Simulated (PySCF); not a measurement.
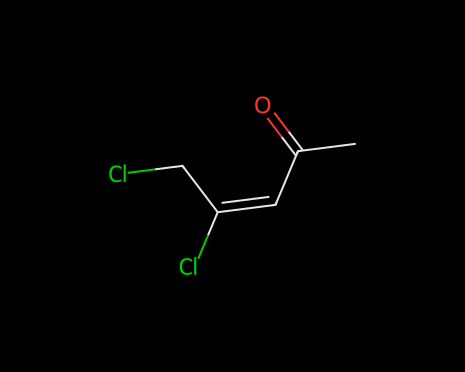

Skeletal drawing of a molecule.

**Give its SMILES.**

CC(=O)/C=C(/Cl)CCl

**What is the molecular formula?**

C5H6Cl2O.

**An optimisation with GFN2-xTB gave a structure of which point group?**

C1. Other conformers may differ.

More results for the same structure follow; atom numbers are the same in all pictures, views and colours differ. Computed geometry: GFN2-xTB optimisation. No frequency run is at hand to confirm it as a minimum.

**Geometry**

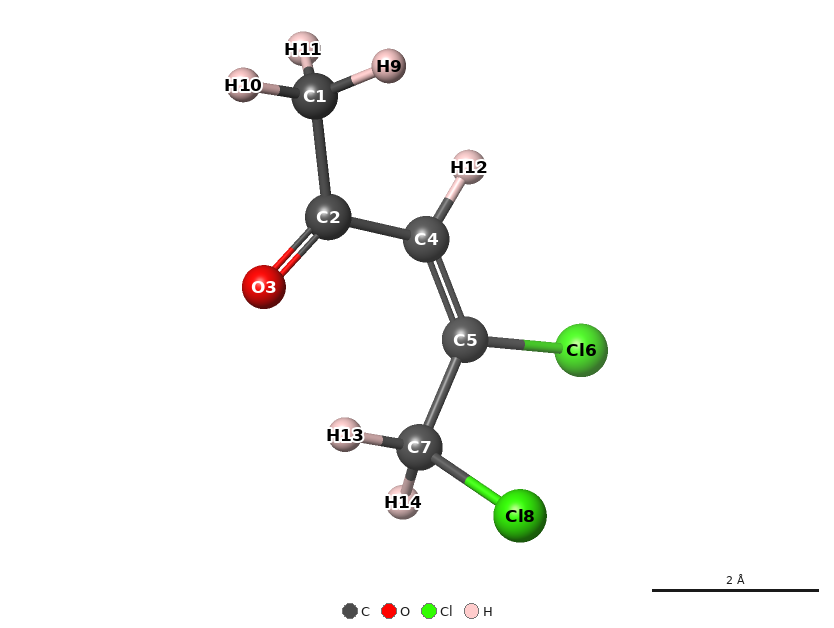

The atoms are numbered. No frequency run is at hand to confirm it as a minimum.

**Describe the coordination of atom 7.**

C7 has 4 neighbours (C5 at 1.49, Cl8 at 1.79, H13 at 1.09, H14 at 1.09 Å); the arrangement is tetrahedral.

**What is the geometry at C5?**

C5 has 3 neighbours (C4 at 1.34, Cl6 at 1.72, C7 at 1.49 Å); the arrangement is trigonal planar.

**How are the neighbours of atom 4 arranged?**

C4 has 3 neighbours (C2 at 1.48, C5 at 1.34, H12 at 1.08 Å); the arrangement is trigonal planar.

**Describe the coordination of atom 2.**

C2 has 3 neighbours (C1 at 1.51, O3 at 1.21, C4 at 1.48 Å); the arrangement is trigonal planar.

**What is the dihedral angle C2–C4–C5–Cl6?**

180° in size, that is anti.

**Electronic properties**

No frequency run is at hand to confirm it as a minimum. Properties computed with PBE0/def2-SVPD, gas phase (PySCF 2.14.0). Excitations: vertical, linear response.

**Give the LUMO energy (Kohn–Sham orbital) at this level.**

−2.41 eV.

**Give the lowest vertical singlet excitation at this level.**

3.54 eV.

**What is the HOMO energy (Kohn–Sham orbital)?**

−7.75 eV.

**Estimate the mean static polarisability.**

95.0 bohr³.

**NMR shielding**

The questions are on isotropic NMR shieldings of the H atoms. No frequency run is at hand to confirm it as a minimum. Properties computed with GIAO PBE0/pcSseg-1 NMR shielding, non-relativistic, gas phase (PySCF 2.14.0).

Give the isotropic NMR shieldings of the H atoms atom by atom.

```csv
atom,σ (ppm)
H9,29.24
H10,29.57
H11,29.33
H12,25.20
H13,24.81
H14,27.95
```

**Quadrupole coupling**

No frequency run is at hand to confirm it as a minimum. Electric field gradients from the ground-state density, PBE0/pcSseg-1 (PySCF 2.14.0), non-relativistic apart from any core potentials.

Give the largest field-gradient component, the quadrupole coupling constant and the asymmetry for 17O at O3 (Q = −25.6 mb), 35Cl at Cl6 (Q = −81.7 mb), 35Cl at Cl8 (Q = −81.7 mb), 2H at H9 (Q = 2.86 mb), 2H at H10 (Q = 2.86 mb).

```tsv
atom	V_zz (a.u.)	e²qQ/h (MHz)	η
O3	−1.955	11.76	0.38
Cl6	3.841	−73.7	0.17
Cl8	4.196	−80.5	0.04
H9	0.312	0.210	0.03
H10	0.313	0.210	0.01
```
